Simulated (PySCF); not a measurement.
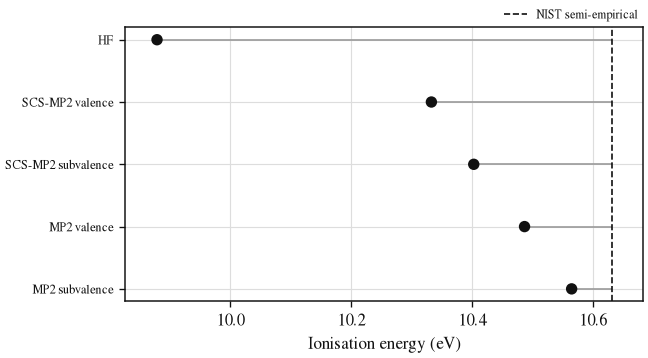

The ionisation energy of Pr⁺ ([Xe] 4f³ 6s → [Xe] 4f³) across levels of theory. PySCF, cc-pVDZ-X2C, spin-free X2C-1e, unrestricted single determinants, no spin-orbit coupling. Methods marked “valence” freeze 46 core electrons; methods marked “subvalence” freeze 28 core electrons.

Q: How do the methods compare?

A: The values run from 9.879 eV (HF) to 10.565 eV (MP2 subvalence). The NIST semi-empirical value is 10.631 ± 0.02 eV; nearest to it come MP2 subvalence (−0.066) and MP2 valence (−0.144), furthest HF (−0.752 eV).

```
            Method  Ionisation energy (eV)
                HF                   9.879
       MP2 valence                  10.487
   SCS-MP2 valence                  10.333
    MP2 subvalence                  10.565
SCS-MP2 subvalence                  10.403
```

Note: determinant is not a pure L term; determinant is not a pure L term.
